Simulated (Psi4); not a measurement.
# A workflow on B3H3O3 (SMILES B1OBOBO1)

We compute a geometry optimisation (singlet B3H3O3, PBE0/def2-SVPD), then the energy (doublet [B3H3O3]+, UPBE0/def2-SVPD), then a structure relaxation (doublet [B3H3O3]+, UPBE0/def2-SVPD), then the energy (doublet [B3H3O3]−, UPBE0/def2-SVPD), then a geometry optimisation (doublet [B3H3O3]−, UPBE0/def2-SVPD) of B3H3O3. 

Program for the calculation: Psi4 1.11.

## Step 1: Starting point

B3H3O3: 9 atoms, total charge 0, spin state singlet. SMILES: `B1OBOBO1`. Geometry: relaxed at PBE0-D4/def2-TZVP. This is one conformer, not always the lowest. The run starts from this shape.

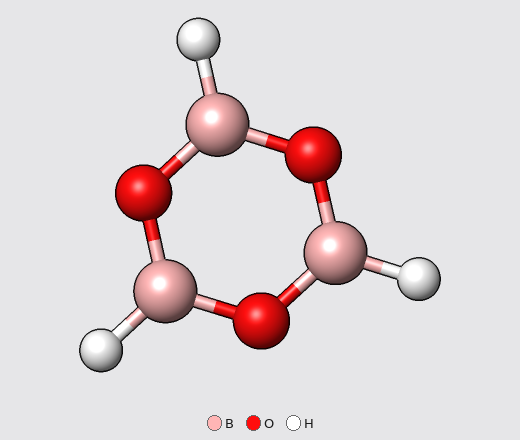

Viewed from a chosen angle; boron pink, oxygen red, hydrogen white.

## Step 2: A structure relaxation at PBE0/def2-SVPD (density fitting) (run 1)

The input, b3h3o3.py:

```python
import psi4

psi4.set_memory('1600 MB')
psi4.set_num_threads(1)
psi4.set_output_file('run.log', False)

molecule = psi4.geometry("""
0 1
B      2.45966752     0.21883029    -0.80256669
O      1.15802417    -1.99082647    -1.18070088
B     -1.29805288    -2.21608183    -0.38229160
O     -2.45173067    -0.21807439     0.79973210
B     -1.16180362     1.99725154     1.18466931
O      1.29370650     2.20890087     0.38096879
H      4.59071167     0.40855879    -1.49779693
H     -2.42243992    -4.13604357    -0.71337161
H     -2.16808278     3.72748478     2.21116854
units bohr
symmetry c1
""")

psi4.set_options({
    'reference': 'rks',
})

E = psi4.optimize("pbe0/def2-SVPD", molecule=molecule)
print(f'pbe0/def2-SVPD energy: {E:.10f} Eh')
print(molecule.to_string(dtype='xyz', units='Angstrom'))
for k, v in sorted(psi4.core.scalar_variables().items()):
    print(f'{k:45s} {v:18.10f}')
```

Command:

```
$ python b3h3o3.py
```

run.log:

```text
[...]
  Running in c1 symmetry.
[...]
  Nuclear repulsion =  201.501093462475353
[...]
  Multiplicity = 1
[...]
  Nalpha       = 21
  Nbeta        = 21
[...]
    Number of basis functions: 153
[...]
    Final optimized geometry and variables:
    Molecular point group: c1
    Full point group: C1
    Geometry (in Bohr), charge = 0, multiplicity = 1:
    B            2.464649538469     0.219296618260    -0.803986658752
    O            1.156770186257    -1.988725699876    -1.179553272672
    B           -1.300677107876    -2.220723730873    -0.382897909271
    O           -2.449393586064    -0.217995110665     0.798955423907
    B           -1.163985092605     2.001122407097     1.187014369449
    O            1.292670343716     2.206969599016     0.380579545508
    H            4.610296297209     0.410032004560    -1.504662708258
    H           -2.433123649012    -4.154035929418    -0.716842301952
    H           -2.177779364484     3.743384021281     2.220377567980
0024  -0.000021  -0.000024
[...]
WARNING  [psi4.optking.displace:426] 	Previous geometry is closer to target in internal coordinates, so using that one.
WARNING  [psi4.optking.displace:429] 	Best geometry has RMS(Delta(q)) = 1.65e-07
[...]
```

The script printed:

```text
Optimizer: Optimization complete!
pbe0/def2-SVPD energy: -301.7513865919 Eh
9
0 1 B3H3O3
B                     1.304236368046     0.116046772760    -0.425451417494
O                     0.612136420550    -1.052388318648    -0.624192710669
B                    -0.688288683928    -1.175156389572    -0.202620847599
O                    -1.296163265706    -0.115358044601     0.422789002673
B                    -0.615954384566     1.058948373597     0.628140953050
O                     0.684051686804     1.167878016441     0.201394022330
H                     2.439663734919     0.216979592458    -0.796233214955
H                    -1.287553585799    -2.198221146153    -0.379336609837
H                    -1.152431209552     1.980913514848     1.174973208058

CURRENT ENERGY                                   -301.7513865919
CURRENT REFERENCE ENERGY                         -301.7513865919
DD SOLVATION ENERGY                                 0.0000000000
DFT FUNCTIONAL TOTAL ENERGY                      -301.7513865919
DFT TOTAL ENERGY                                 -301.7513865919
DFT VV10 ENERGY                                     0.0000000000
DFT XC ENERGY                                     -29.4659144362
GRID ELECTRONS ALPHA                               21.0000145882
GRID ELECTRONS BETA                                21.0000145882
GRID ELECTRONS TOTAL                               42.0000291764
NUCLEAR REPULSION ENERGY                          201.3265359068
ONE-ELECTRON ENERGY                              -810.6444254333
OPTIMIZATION ITERATIONS                             2.0000000000
PCM POLARIZATION ENERGY                             0.0000000000
PE ENERGY                                           0.0000000000
SCF ITERATION ENERGY                             -301.7513865919
SCF ITERATIONS                                      7.0000000000
SCF TOTAL ENERGY                                 -301.7513865919
TWO-ELECTRON ENERGY                               337.0324173709
XC GRID RADIAL POINTS                              75.0000000000
XC GRID SPHERICAL POINTS                          302.0000000000
XC GRID TOTAL POINTS                           193402.0000000000
```

Wall time 42 s (1 thread of Intel Xeon Platinum 8259CL at 2.50GHz (Skylake/Cascade Lake), shared host); peak memory 1.1 GiB.

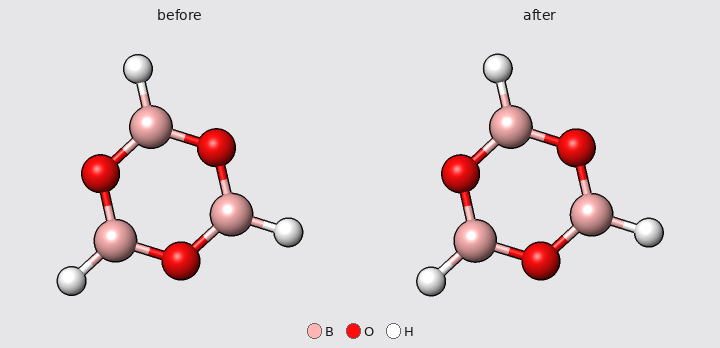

Before and after, at one scale.

After the run. Bond lengths: B1–O2 1.372 Å, O2–B3 1.373 Å, B3–O4 1.373 Å, O4–B5 1.373 Å, B1–O6 1.373 Å, B5–O6 1.373 Å, B1–H7 1.199 Å, B3–H8 1.199 Å, B5–H9 1.199 Å. Some angles: B1–O2–B3 120.6°, O2–B1–O6 119.4°, O2–B3–O4 119.4°, B3–O4–B5 120.6°, O4–B5–O6 119.4°, B1–O6–B5 120.6°, O2–B1–H7 120.3°, O6–B1–H7 120.3°, O2–B3–H8 120.3°, O4–B3–H8 120.3°.

## Step 3: The doublet cation: a single-point energy at UPBE0/def2-SVPD (density fitting) (run 2)

The input, input.in:

```
memory 1600 mb

molecule molecule1 {
  1 2
  B
  O 1 1.372494
  B 2 1.372553 1 120.62627
  O 3 1.372523 2 119.3737 1 0.00678
  B 4 1.372534 3 120.61856 2 -0.01
  O 1 1.372557 2 119.385 3 -0.00443
  H 1 1.198692 2 120.30102 3 -179.98542
  H 3 1.198753 4 120.31524 5 -179.98967
  H 5 1.198688 4 120.2991 3 -179.99998
  symmetry c1
}

set {
  basis def2-SVPD
  reference uks
}

result = energy('pbe0')
```

Command:

```
$ psi4 input.in input.out -n 1
```

input.out:

```text
[...]
  Running in c1 symmetry.
[...]
  Nuclear repulsion =  201.326565544225190
[...]
  Multiplicity = 2
[...]
  Nalpha       = 21
  Nbeta        = 20
[...]
    Number of basis functions: 153
[...]
   @DF-UKS iter   1:  -301.04870927015241   -3.79455e-02   5.42395e-03 ADIIS/DIIS
[...]
   @DF-UKS iter  23:  -301.31297248351643   -1.18666e-07   8.20064e-07 DIIS
[...]
   @S^2 Observed:                7.549210184E-01
[...]
  @DF-UKS Final Energy:  -301.31297248351643
   => Energetics <=
    Nuclear Repulsion Energy =            201.3265655442251898
    One-Electron Energy =                -800.1700478741138340
    Two-Electron Energy =                 326.7033916649883736
    DFT Exchange-Correlation Energy =     -29.1728818186161938
    Empirical Dispersion Energy =           0.0000000000000000
    VV10 Nonlocal Energy =                  0.0000000000000000
    Total Energy =                       -301.3129724835164325
[...]
 Multipole Moments:
 ------------------------------------------------------------------------------------
     Multipole            Electronic (a.u.)      Nuclear  (a.u.)        Total (a.u.)
 ------------------------------------------------------------------------------------
 L = 1.  Multiply by 2.5417464519 to convert [e a0] to [Debye]
 Dipole X            :         -0.0008251            0.0005946           -0.0002305
 Dipole Y            :         -0.1048082            0.0001025           -0.1047057
 Dipole Z            :         -0.0622109            0.0003685           -0.0618424
 Magnitude           :                                                    0.1216052
[...]
```

Wall time 54 s (1 thread of Intel Xeon Platinum 8259CL at 2.50GHz (Skylake/Cascade Lake), shared host); peak memory 1.1 GiB.

## Step 4: The doublet cation: a geometry optimisation at UPBE0/def2-SVPD (density fitting) (run 3)

input.in: that of step 3 with these lines changed.

```diff
@@ -1,2 +1,2 @@
-memory 1600 mb
+memory 1.6 GB
 
@@ -13,2 +13,3 @@
   H 5 1.198688 4 120.2991 3 -179.99998
+  units angstrom
   symmetry c1
@@ -16,7 +17,8 @@
 
-set {
-  basis def2-SVPD
-  reference uks
+set globals {
+  reference    uks
+  geom_maxiter 50
 }
 
-result = energy('pbe0')
+energy_value, wavefunction = optimize("pbe0/def2-SVPD", return_wfn=True)
+print_variables()
```

Command:

```
$ psi4 -i input.in -o input.out -n 1
```

input.out:

```text
[...]
  Running in c1 symmetry.
[...]
  Nuclear repulsion =  201.326565544225190
[...]
  Multiplicity = 2
[...]
  Nalpha       = 21
  Nbeta        = 20
[...]
    Number of basis functions: 153
[...]
   @DF-UKS iter   1:  -301.04870927015241   -3.79455e-02   5.42395e-03 DIIS/ADIIS
[...]
   @DF-UKS iter  11:  -301.32589823742228   -7.34985e-11   7.48098e-09 DIIS
[...]
   @S^2 Observed:                7.554036731E-01
[...]
  @DF-UKS Final Energy:  -301.32589823742228
   => Energetics <=
    Nuclear Repulsion Energy =            202.2298218433280681
    One-Electron Energy =                -802.0790108069584221
    Two-Electron Energy =                 327.6976324127296607
    DFT Exchange-Correlation Energy =     -29.1743416865215686
    Empirical Dispersion Energy =           0.0000000000000000
    VV10 Nonlocal Energy =                  0.0000000000000000
    Total Energy =                       -301.3258982374222796
[...]
  -Total Gradient:
     Atom            X                  Y                   Z
    ------   -----------------  -----------------  -----------------
       1       -0.000009364886     0.000143713924     0.000023024930
       2        0.000008943198    -0.000140058920     0.000012840217
       3       -0.000016024010     0.000080838132    -0.000198947783
       4        0.000012691505    -0.000029222141     0.000148669776
       5       -0.000022117434    -0.000083509287    -0.000098022148
       6        0.000010427248    -0.000009578911     0.000052539803
       7        0.000002968480    -0.000032582178    -0.000030704493
       8        0.000005466332    -0.000028974905     0.000027703896
       9        0.000006828072     0.000061349695     0.000012659637
[...]
```

On the terminal:

```text
Optimizer: Optimization complete!
```

Run time: 5.8 min. Hardware: 1 thread of Intel Xeon Platinum 8259CL at 2.50GHz (Skylake/Cascade Lake), shared host; peak memory 1.2 GiB.

Steps, from the record of the run:

| step | energy from the first frame kept (eV) | largest force (eV/Å) |
| --- | --- | --- |
| 0 | 0.0000 | 2.6172 |
| 1 | -0.2861 | 1.2698 |
| 2 | -0.3507 | 0.1443 |
| 3 | -0.3515 | 0.0549 |
| 4 | -0.3516 | 0.0269 |
| 5 | -0.3517 | 0.0259 |
| 6 | -0.3517 | 0.0195 |
| 7 | -0.3517 | 0.0111 |

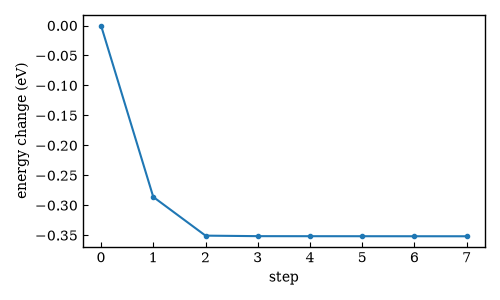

Energy along the run.

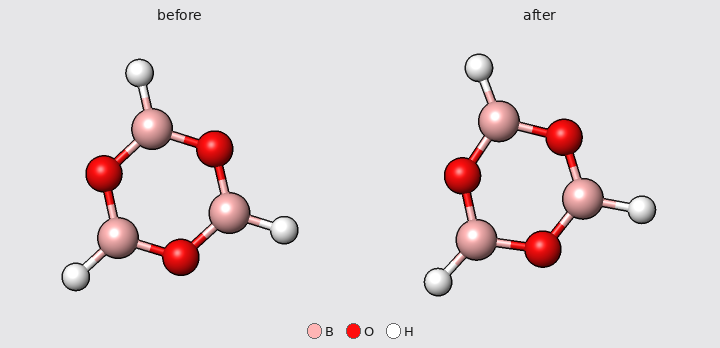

Before and after, at one scale.

After the run. Bond lengths: B1–O2 1.369 Å, O2–B3 1.369 Å, B3–O4 1.400 Å, O4–B5 1.344 Å, B1–O6 1.400 Å, B5–O6 1.344 Å, B1–H7 1.193 Å, B3–H8 1.192 Å, B5–H9 1.252 Å. Some angles: B1–O2–B3 133.9°, O2–B1–O6 110.3°, O2–B3–O4 109.9°, B3–O4–B5 120.9°, O4–B5–O6 124.4°, B1–O6–B5 120.5°, O2–B1–H7 125.4°, O6–B1–H7 124.2°, O2–B3–H8 125.7°, O4–B3–H8 124.4°.

## Step 5: The doublet anion: the energy at UPBE0/def2-SVPD (density fitting) (run 4)

The input, b3h3o3.dat:

```
memory 1600 mb

molecule system {
  -1 2
  B
  O 1 1.372494
  B 2 1.372553 1 120.62627
  O 3 1.372523 2 119.3737 1 0.00678
  B 4 1.372534 3 120.61856 2 -0.01
  O 1 1.372557 2 119.385 3 -0.00443
  H 1 1.198692 2 120.30102 3 -179.98542
  H 3 1.198753 4 120.31524 5 -179.98967
  H 5 1.198688 4 120.2991 3 -179.99998
  symmetry c1
}

set {
  basis def2-SVPD
  reference uks
}

e, wfn = energy("pbe0", return_wfn=True)
```

Command:

```
$ psi4 b3h3o3.dat b3h3o3.out -n 1
```

b3h3o3.out:

```text
[...]
  Running in c1 symmetry.
[...]
  Nuclear repulsion =  201.326565544225190
[...]
  Multiplicity = 2
[...]
  Nalpha       = 22
  Nbeta        = 21
[...]
    Number of basis functions: 153
[...]
   @DF-UKS iter   1:  -301.29189912919475   -2.81135e-01   6.39273e-03 DIIS/ADIIS
[...]
   @DF-UKS iter  21:  -301.71129689437493    1.65772e-08   9.89911e-07 DIIS
[...]
   @S^2 Observed:                7.572707571E-01
[...]
  @DF-UKS Final Energy:  -301.71129689437493
   => Energetics <=
    Nuclear Repulsion Energy =            201.3265655442251898
    One-Electron Energy =                -819.5736947549644356
    Two-Electron Energy =                 346.1840474088857604
    DFT Exchange-Correlation Energy =     -29.6482150925214825
    Empirical Dispersion Energy =           0.0000000000000000
    VV10 Nonlocal Energy =                  0.0000000000000000
    Total Energy =                       -301.7112968943749252
[...]
 Multipole Moments:
 ------------------------------------------------------------------------------------
     Multipole            Electronic (a.u.)      Nuclear  (a.u.)        Total (a.u.)
 ------------------------------------------------------------------------------------
 L = 1.  Multiply by 2.5417464519 to convert [e a0] to [Debye]
 Dipole X            :         -0.0000072            0.0005946            0.0005874
 Dipole Y            :         -0.0050341            0.0001025           -0.0049317
 Dipole Z            :         -0.8935416            0.0003685           -0.8931731
 Magnitude           :                                                    0.8931869
[...]
```

Wall time 58 s (1 thread of Intel Xeon Platinum 8259CL at 2.50GHz (Skylake/Cascade Lake), shared host); peak memory 1.1 GiB.

## Step 6: The doublet anion: a structure relaxation at UPBE0/def2-SVPD (density fitting) (run 5)

The input, job.in:

```
memory 1600 MB

molecule molecule1 {
  -1 2
  B      2.46462617     0.21929705    -0.80401233
  O      1.15674860    -1.98872510    -1.17957839
  B     -1.30070038    -2.22072299    -0.38292276
  O     -2.44941576    -0.21799503     0.79893085
  B     -1.16400704     2.00112170     1.18698989
  O      1.29264826     2.20696957     0.38055494
  H      4.61027412     0.41003277    -1.50468687
  H     -2.43314522    -4.15403565    -0.71686761
  H     -2.17780164     3.74338494     2.22035261
  units au
  symmetry c1
}

set globals {
  basis def2-SVPD
  reference uks
  geom_maxiter 50
}

optimize('pbe0')
print_variables()
```

Command:

```
$ psi4 -n 1 job.in job.out
```

job.out:

```text
[...]
  Running in c1 symmetry.
[...]
  Nuclear repulsion =  201.326547337417594
[...]
  Multiplicity = 2
[...]
  Nalpha       = 22
  Nbeta        = 21
[...]
    Number of basis functions: 153
[...]
   @DF-UKS iter   1:  -301.29189565141081   -2.81134e-01   6.39275e-03 DIIS/ADIIS
[...]
   @DF-UKS iter   9:  -301.72828797485306   -3.24007e-12   2.89656e-09 DIIS
[...]
   @S^2 Observed:                7.529818079E-01
[...]
  @DF-UKS Final Energy:  -301.72828797485306
   => Energetics <=
    Nuclear Repulsion Energy =            198.5801177456843050
    One-Electron Energy =                -814.0967648000658983
    Two-Electron Energy =                 343.3903115430146613
    DFT Exchange-Correlation Energy =     -29.6019524634861675
    Empirical Dispersion Energy =           0.0000000000000000
    VV10 Nonlocal Energy =                  0.0000000000000000
    Total Energy =                       -301.7282879748530604
[...]
  -Total Gradient:
     Atom            X                  Y                   Z
    ------   -----------------  -----------------  -----------------
       1       -0.000035376908     0.000120364356    -0.000078129627
       2       -0.000042379491    -0.000041019766     0.000040916134
       3       -0.000029177609    -0.000008807563     0.000007114646
       4        0.000015846765    -0.000068648556    -0.000069783898
       5        0.000078398910     0.000016043128     0.000116893839
       6        0.000019250745    -0.000077942032     0.000079367702
       7        0.000008598649    -0.000037617668     0.000054084636
       8        0.000036929593     0.000027095769     0.000035090907
       9       -0.000006512249    -0.000010198814    -0.000031116902
[...]
```

Standard output:

```text
Optimizer: Optimization complete!
```

Run time: 9.9 min. Hardware: 1 thread of Intel Xeon Platinum 8259CL at 2.50GHz (Skylake/Cascade Lake), shared host; peak memory 1.2 GiB.

Steps, from the record of the run:

| step | energy from the first frame kept (eV) | largest force (eV/Å) |
| --- | --- | --- |
| 0 | 0.0000 | 2.2783 |
| 1 | -0.1600 | 1.2191 |
| 2 | -0.2102 | 0.2235 |
| 3 | -0.2117 | 0.0485 |
| 4 | -0.2124 | 0.1244 |
| 5 | -0.4348 | 0.5638 |
| 6 | -0.3668 | 0.9225 |
| 7 | -0.4386 | 0.4794 |
| 8 | -0.4544 | 0.2552 |
| 9 | -0.4606 | 0.1278 |
| 10 | -0.4617 | 0.1055 |
| 11 | -0.4617 | 0.0591 |
| 12 | -0.4623 | 0.0259 |
| 13 | -0.4624 | 0.0080 |
| 14 | -0.4624 | 0.0076 |

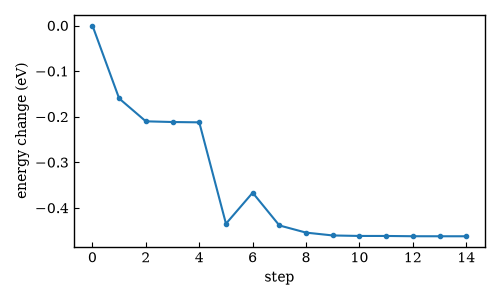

Energy along the run.

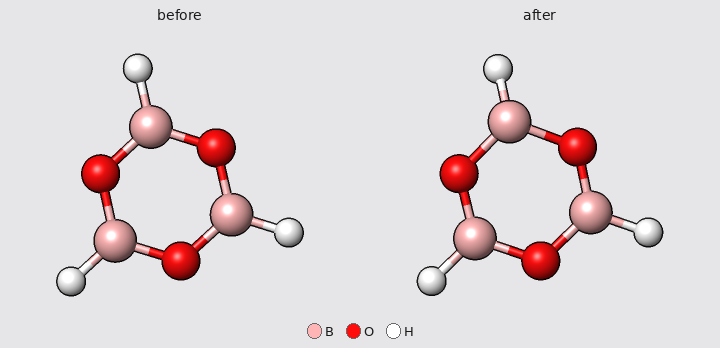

Before and after, at one scale.

After the run. Bond lengths: B1–O2 1.333 Å, O2–B3 1.464 Å, B3–O4 1.463 Å, O4–B5 1.333 Å, B1–O6 1.394 Å, B5–O6 1.394 Å, B1–H7 1.218 Å, B3–H8 1.223 Å, B5–H9 1.218 Å. Some angles: B1–O2–B3 122.0°, O2–B1–O6 122.3°, O2–B3–O4 111.8°, B3–O4–B5 122.0°, O4–B5–O6 122.3°, B1–O6–B5 116.8°, O2–B1–H7 120.8°, O6–B1–H7 117.0°, O2–B3–H8 114.4°, O4–B3–H8 114.4°.

## Step 7: Outcome

| quantity | value |
| --- | --- |
| run 1, PBE0/def2-SVPD: total energy at the end | -301.75139 Eh |
| run 1, PBE0/def2-SVPD: dipole moment | 0.00 D |
| run 1, PBE0/def2-SVPD: HOMO energy | -9.72 eV |
| run 1, PBE0/def2-SVPD: LUMO energy | -0.70 eV |
| run 1, PBE0/def2-SVPD: HOMO–LUMO gap | 9.02 eV |
| doublet cation, run 2: total energy | -301.31297 Eh |
| doublet cation, run 2: HOMO energy (highest over α and β) | -15.75 eV |
| doublet cation, run 2: LUMO energy (lowest over α and β) | -14.16 eV |
| doublet cation, run 2: ⟨S²⟩ | 0.755 |
| doublet cation, run 3: total energy at the end | -301.32590 Eh |
| doublet cation, run 3: HOMO energy (highest over α and β) | -16.04 eV |
| doublet cation, run 3: LUMO energy (lowest over α and β) | -13.43 eV |
| doublet cation, run 3: ⟨S²⟩ | 0.755 |
| doublet anion, run 4: total energy | -301.71130 Eh |
| doublet anion, run 4: HOMO energy (highest over α and β) | 2.88 eV |
| doublet anion, run 4: LUMO energy (lowest over α and β) | 4.00 eV |
| doublet anion, run 4: ⟨S²⟩ | 0.757 |
| doublet anion, run 5: total energy at the end | -301.72829 Eh |
| doublet anion, run 5: HOMO energy (highest over α and β) | 1.53 eV |
| doublet anion, run 5: LUMO energy (lowest over α and β) | 4.03 eV |
| doublet anion, run 5: ⟨S²⟩ | 0.753 |
| adiabatic electron affinity (to the doublet anion, no zero-point term) | -0.629 eV |
| adiabatic ionisation energy (to the doublet cation, no zero-point term) | 11.578 eV |

The adiabatic electron affinity (to the doublet anion, no zero-point term) is −0.63 eV (−14.5 kcal/mol). A negative value puts this state of the anion above the relaxed parent: the electron is not bound at this level, and such a value depends on the basis. The adiabatic ionisation energy (to the doublet cation, no zero-point term) is 11.58 eV (1117 kJ/mol). The optimisation (run 1, PBE0/def2-SVPD) took 2 steps and changed the energy by -0.003 eV. The optimisation (doublet cation, run 3) took 8 steps and changed the energy by -0.352 eV. The HOMO (doublet anion, run 4) lies at positive energy, 2.88 eV; only total energies tell whether the electron is bound.
